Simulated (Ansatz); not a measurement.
# One shape, several levels: AsF3 (arsenic trifluoride)

Wanted: a comparison of 6 runs (UHF/STO-3G, HSE06/STO-3G, UB3LYP/STO-3G, wB97M-V/STO-3G, CCSDT(Q)/STO-3G, CCSD(T)/STO-3G) of AsF3 (arsenic trifluoride). 

The calculation is run with Ansatz 0.2.0.

37 further runs of the same task are left out: 10 that didn't finish, 27 set aside as unsound or not needed.

## 1. The system as given

AsF3 has 4 atoms, charge 0, and is taken as a singlet. As SMILES, `F[As](F)F`. The F4–As2 distance was set to 3.431 Å, away from the relaxed value. At this shape a bond of the SMILES string is far longer than usual.

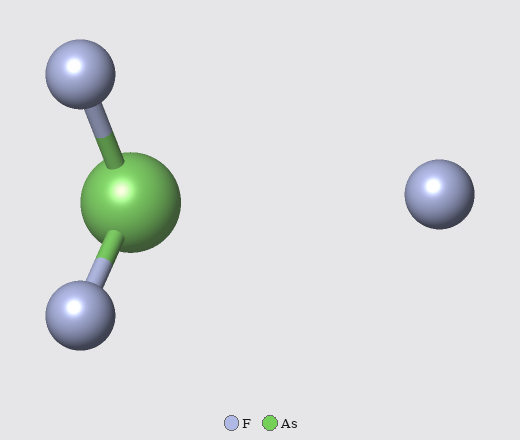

The structure, seen from a chosen angle (fluorine light blue, arsenic green).

## 2. The energy at UHF/STO-3G (run 1)

File in.yaml:

```yaml
crystal:
  periodic: [false, false, false]
  atoms:
    - {symbol: F, position_ang: [-0.611665, -0.989269, 2.361328]}
    - {symbol: As, position_ang: [-0.627745, -1.842099, 0.873048]}
    - {symbol: F, position_ang: [1.038175, -2.250789, 0.885938]}
    - {symbol: F, position_ang: [-0.296160, 0.927580, -1.124280]}
basis:
  gaussian:
    orbitals: STO-3G
accuracy: high
magnetization:
  spin_polarized: true
hamiltonian:
  xc: hf
```

Run with:

```bash
ansatz run in.yaml --threads 1 --pin off --max-ram 3480MiB --events-out events.jsonl --progress --plain --runs-dir runs
```

What it wrote:

```text
Warning: RAYON_NUM_THREADS=1 ignored (pool sized by the plan → 1); use --threads N
Functional definition: HF
  name "HF"
  exchange = exact_x
  correlation = 0
505 factors; integrals over basis functions are off by at most 4.5e-8 eV
mean field evaluation 1: about -68103.9302 eV, gradient 1.6e1 eV
mean field evaluation 2: about -68104.0081 eV, gradient 1.6e1 eV
mean field evaluation 4: about -68106.4416 eV, gradient 5.7e0 eV
mean field evaluation 8: about -68107.3728 eV, gradient 6.1e0 eV
mean field evaluation 16: about -68112.1191 eV, gradient 1.2e-1 eV
mean field evaluation 32: about -68118.7792 eV, gradient 1.2e-4 eV
mean field evaluation 64: about -68118.7757 eV, gradient 1.2e-2 eV
mean field evaluation 96: about -68118.7656 eV, gradient 5.8e-1 eV
mean field evaluation 128: about -68118.7792 eV, gradient 1.2e-2 eV
mean field evaluation 160: about -68111.5662 eV, gradient 1.1e0 eV
mean field evaluation 192: about -68106.5137 eV, gradient 4.3e0 eV
mean field -68118.77922236 eV, -2503.3189638549 hartree, gradient 2.8e-8 eV, S^2 1.005041; 7 other end points of the search recorded, 0 dependent functions left out
reference -68118.77922236 eV, -2503.3189638549 hartree; 30, 30 occupied and 3, 3 virtual orbitals, 505 factors
Total energy: -68118.77922236 eV, -2503.3189638549 hartree
```

It took 1.9 s on 1 thread of Arm Neoverse V2, shared host; peak memory 0.1 GiB.

## 3. A single-point energy at HSE06/STO-3G (run 2)

File input.yaml:

```yaml
crystal:
  periodic: [false, false, false]
  atoms:
    - {symbol: F, position_ang: [-0.611665, -0.989269, 2.361328]}
    - {symbol: As, position_ang: [-0.627745, -1.842099, 0.873048]}
    - {symbol: F, position_ang: [1.038175, -2.250789, 0.885938]}
    - {symbol: F, position_ang: [-0.296160, 0.927580, -1.124280]}
basis:
  gaussian: {orbitals: STO-3G}
hamiltonian: {xc: {name: HSE06}}
accuracy: high
magnetization: {spin_polarized: false, initial_magnetization: 0}
```

Run with:

```bash
ansatz run input.yaml --threads 1 --pin off --max-ram 3480MiB --events-out events.jsonl --progress --plain --runs-dir runs
```

What it wrote:

```text
Warning: RAYON_NUM_THREADS=1 ignored (pool sized by the plan → 1); use --threads N
Functional definition: HSE06
  name "HSE06"
  parameter a = 0.25
  parameter omega = 0.11/bohr
  exchange = pbe_x - a*pbe_x_sr(omega) + a*exact_x_sr(omega)
  correlation = pbe_c
505 factors; integrals over basis functions are off by at most 4.5e-8 eV
55 factors; integrals over basis functions are off by at most 6.4e-10 eV
mean field evaluation 1: about -68157.0986 eV, gradient 1.8e1 eV
mean field evaluation 2: about -67800.7569 eV, gradient 1.3e1 eV
mean field evaluation 4: about -68154.8069 eV, gradient 3.0e1 eV
mean field evaluation 8: about -68166.9517 eV, gradient 1.1e-1 eV
mean field evaluation 16: about -68150.2095 eV, gradient 3.9e0 eV
mean field -68166.96862231 eV, -2505.0898916392 hartree, gradient 4.4e-8 eV, S^2 0.000000; 2 other end points of the search recorded, 0 dependent functions left out
reference -68166.96862354 eV, -2505.0898916842 hartree; 30, 30 occupied and 3, 3 virtual orbitals, 505 factors
Total energy: -68166.96862354 eV, -2505.0898916842 hartree
```

Run time: 2.2 s. Hardware: 1 thread of Arm Neoverse V2, shared host; peak memory 0.11 GiB.

## 4. The energy at UB3LYP/STO-3G (run 3)

File run.yaml:

```yaml
crystal:
  periodic: [false, false, false]
  atoms:
    - {symbol: F, position_ang: [-0.611665, -0.989269, 2.361328]}
    - {symbol: As, position_ang: [-0.627745, -1.842099, 0.873048]}
    - {symbol: F, position_ang: [1.038175, -2.250789, 0.885938]}
    - {symbol: F, position_ang: [-0.296160, 0.927580, -1.124280]}
basis:
  gaussian:
    orbitals: STO-3G
magnetization:
  spin_polarized: true
  initial_magnetization: 0
hamiltonian:
  xc: {name: B3LYP}
accuracy: high
```

Run with:

```bash
ansatz run run.yaml --threads 1 --pin off --max-ram 3480MiB --events-out events.jsonl --progress --plain --runs-dir runs
```

What it wrote:

```text
Warning: RAYON_NUM_THREADS=1 ignored (pool sized by the plan → 1); use --threads N
Functional definition: B3LYP
  name "B3LYP"
  parameter a0 = 0.2
  parameter ax = 0.72
  parameter ac = 0.81
  exchange = (1 - a0 - ax)*slater_x + ax*b88_x + a0*exact_x
  correlation = (1 - ac)*vwn_rpa_c + ac*lyp_c
505 factors; integrals over basis functions are off by at most 4.5e-8 eV
mean field evaluation 1: about -68168.5046 eV, gradient 1.3e1 eV
mean field evaluation 2: about -67811.1469 eV, gradient 9.2e0 eV
mean field evaluation 4: about -68166.2815 eV, gradient 2.1e1 eV
mean field evaluation 8: about -68178.6465 eV, gradient 5.2e-1 eV
mean field evaluation 16: about -68180.3874 eV, gradient 2.2e-2 eV
mean field evaluation 32: about -68180.3876 eV, gradient 7.7e-8 eV
mean field -68180.38757127 eV, -2505.5830289176 hartree, gradient 7.7e-8 eV, S^2 0.968573; 6 other end points of the search recorded, 0 dependent functions left out
reference -68180.38759317 eV, -2505.5830297226 hartree; 30, 30 occupied and 3, 3 virtual orbitals, 505 factors
Total energy: -68180.38759317 eV, -2505.5830297226 hartree
```

It took 11 s on 1 thread of Arm Neoverse V2, shared host; peak memory 0.18 GiB.

Runs 4 to 5 aren't shown in full; the table further down has their settings and results.

## 5. The energy at CCSD(T)/STO-3G (run 6)

File job.yaml:

```yaml
crystal:
  periodic: [false, false, false]
  atoms:
    - {symbol: F, position_ang: [-0.611665, -0.989269, 2.361328]}
    - {symbol: As, position_ang: [-0.627745, -1.842099, 0.873048]}
    - {symbol: F, position_ang: [1.038175, -2.250789, 0.885938]}
    - {symbol: F, position_ang: [-0.296160, 0.927580, -1.124280]}
basis:
  gaussian:
    orbitals: STO-3G
correlation:
  method: ccsd_t
  frozen_orbitals: {As: 9, F: 1}
accuracy: high
scf:
  omitted_lower_state_checks: [cluster_reference, increment]
```

Run with:

```bash
ansatz run job.yaml --threads 1 --pin off --max-ram 3480MiB --events-out events.jsonl --progress --plain --runs-dir runs
```

What it wrote:

```text
Warning: RAYON_NUM_THREADS=1 ignored (pool sized by the plan → 1); use --threads N
[... 13 lines left out ...]
12 core orbitals not correlated: weight in the atoms' cores, before any rotation towards them, 1.000 or more for the frozen orbitals, at most 0.000 for the correlated occupied ones
[... 57 lines left out ...]
WARN: these amplitudes may be one of several solutions (largest doubles amplitude 0.91, level shift 16.41 eV)
Total energy: -68121.19677958 eV, -2503.4078074440 hartree
Checks for a lower state left out: cluster_reference, increment
```

Run time: 0.98 s. Hardware: 1 thread of Arm Neoverse V2, shared host.

## 6. Overview of the runs

| run | level | frozen core orbitals | energy (Eh) | wall time |
| --- | --- | --- | --- | --- |
| 1 | UHF/STO-3G | – | -2503.318964 | 1.9 s |
| 2 | HSE06/STO-3G | – | -2505.089892 | 2.2 s |
| 3 | UB3LYP/STO-3G | – | -2505.583030 | 11 s |
| 4 | wB97M-V/STO-3G | – | -2505.620586 | 25 s |
| 5 | CCSDT(Q)/STO-3G | 12 | -2503.403655 | 3.3 s |
| 6 | CCSD(T)/STO-3G | 12 | -2503.407807 | 0.98 s |

## 7. Results

```
                                           quantity           value
                                run 6: total energy  -2503.40781 Eh
run 6: correlation energy (12 core orbitals frozen)      -333.4 mEh
                              run 6: (T) correction      -22.04 mEh
                               run 6: T1 diagnostic           0.035
```

In words: Below the UHF energy at the same shape and in the same basis (STO-3G): CCSDT(Q) -84.7 mEh; CCSD(T) -88.8 mEh. Some of these start from another determinant than that one, so these aren't their correlation energies. Totals of different functionals can't be ranked against each other. In run 6 the T1 diagnostic is large, so a single reference may not serve. In runs 5, 6 the log says that unrestricted orbitals would lower the reference, so the values rest on an unstable closed-shell determinant (other closed-shell runs at this shape may share the fault). In runs 1, 2, 3, 4, 5, 6 the basis is minimal, so the values are rough. In runs 2, 4, 6 a closed-shell determinant meets a far-stretched bond, which it describes badly. Spin contamination of the reference: run 1 ⟨S²⟩ = 1.01, run 3 ⟨S²⟩ = 0.97. Where it is this large, the reference is a mixture of spin states, and values that rest on it are in doubt. All runs together took 44 s, the longest 25 s.
